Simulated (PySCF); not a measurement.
# CH$_{3}$OSi (SMILES C[Si]=O) (doublet): what the fields show

```xyz
6

C    -1.2791    0.5794   -0.6736
O    -0.9965   -2.1147    0.6127
Si   -1.4926   -1.3067   -0.6005
H    -1.7228    1.0096   -1.5764
H    -1.7498    1.0062    0.2213
H    -0.2032    0.7952   -0.6438
```

Geometry: PBE0-D3(BJ)/pcseg-1.

Method: Gaussian-basis quantum chemistry of an isolated molecule with PySCF, energy and nuclear gradient, functional PBE0 in PySCF 2.14.0.

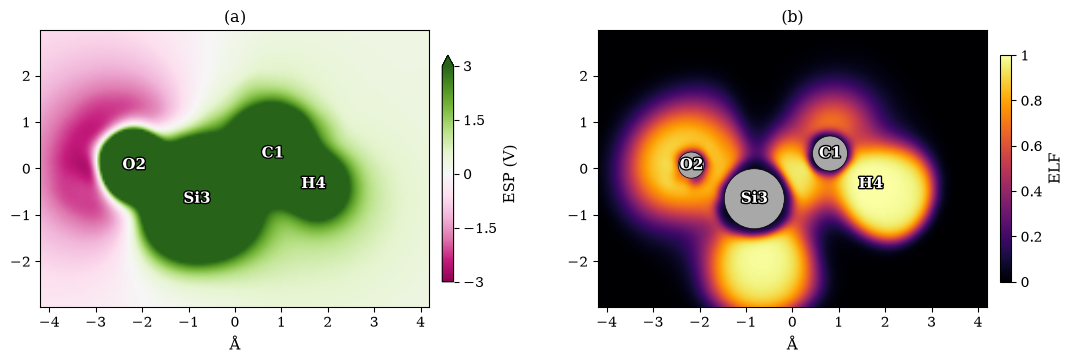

Figure 1. (a) electrostatic potential; (b) electron localisation function on the plane of atoms Si3, C1 and H4. Grey discs cover the atomic cores in the ELF map.

Describe what can be read from this map.

Answer.
- The plane passes through C, O, Si and H nuclei.
- Si–O (1.54 Å): the ELF peaks at about 0.85 between the atoms; a short, strongly polar bond.
- C–Si (1.90 Å): the ELF peaks at about 0.95 between the atoms: a shared electron pair.
- C–H (1.09 Å): the ELF climbs to about 1 towards the hydrogen, as it does in any bond to H: a covalent bond by its length.
- The ELF also peaks beside Si3 and O2, away from the bonds: non-bonding electrons, paired or unpaired.
- Outside the dense part of the molecule the potential is most negative (−2.6 V) near O2.

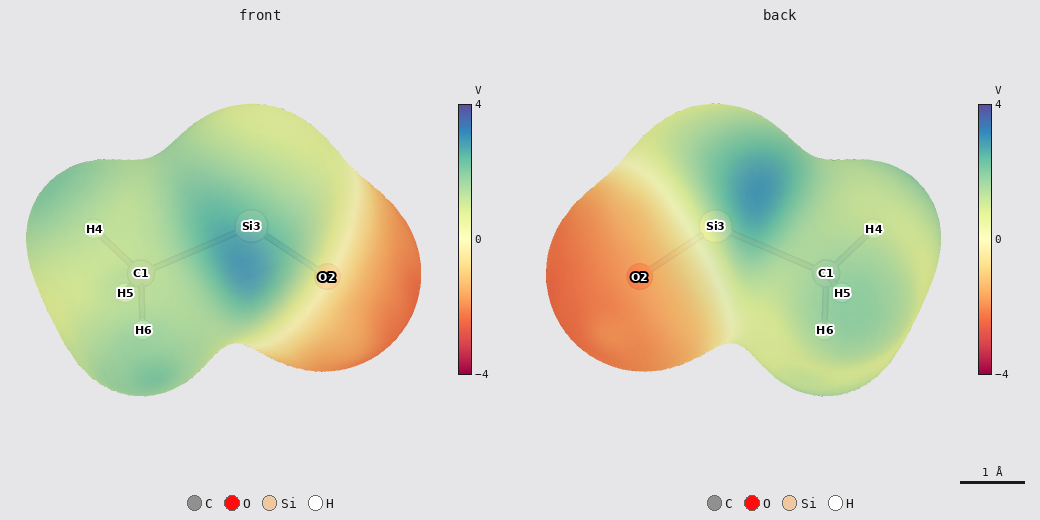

Figure 2. The electrostatic potential painted on the density surface at 0.004 e/bohr³, seen from the front and from behind; red is negative and blue positive.

Which sites attract a positive test charge, and which a negative one?

Answer. A positive charge is drawn to the negative regions and a negative charge to the positive ones. The most negative region (about −2.4 V) lies over O2, the most positive (about +3.0 V) over Si3. O2 is the likeliest acceptor of a hydrogen bond.

How polar is the molecule by this calculation?

Answer. Its dipole moment is 4.23 D.

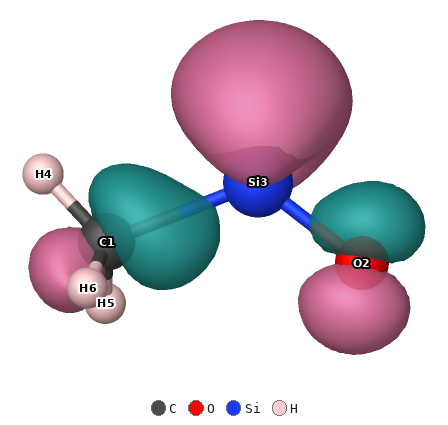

Figure 3. One frontier orbital at ±0.15 Å⁻³ᐟ² (teal and pink are the two phases), seen across its widest extent.

Which orbital is it: HOMO (α) or LUMO (α)?

Answer. The HOMO (α), at −6.76 eV. Its weight (Hirshfeld) is mainly on Si3 (about 55 %), O2 (about 20 %) and C1 (about 15 %).

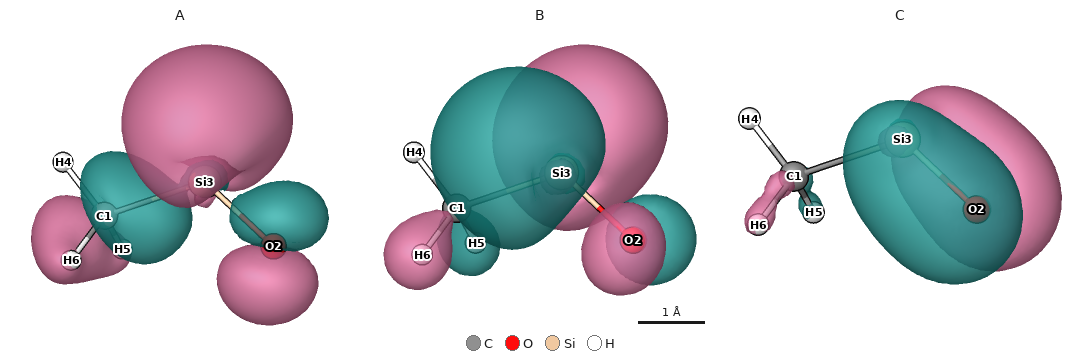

Figure 4. Three frontier orbitals at ±0.1 Å⁻³ᐟ² (teal and pink are the two phases), in no order.

Order the three orbitals by energy and name them. All are α orbitals.

Answer. C is the HOMO−1 (α) (−8.96 eV). By Hirshfeld shares it lies mainly on O2 (about 75 %) and Si3 (about 25 %). A is the HOMO (α) (−6.76 eV). It lies mainly on Si3 (about 55 %), O2 (about 20 %) and C1 (about 15 %). B is the LUMO (α) (−1.98 eV). By Hirshfeld shares it lies mainly on Si3 (about 75 %), O2 (about 15 %) and C1 (about 5 %).

What is the gap between the highest occupied and lowest empty α orbitals?

Answer. 4.78 eV between the orbital energies.
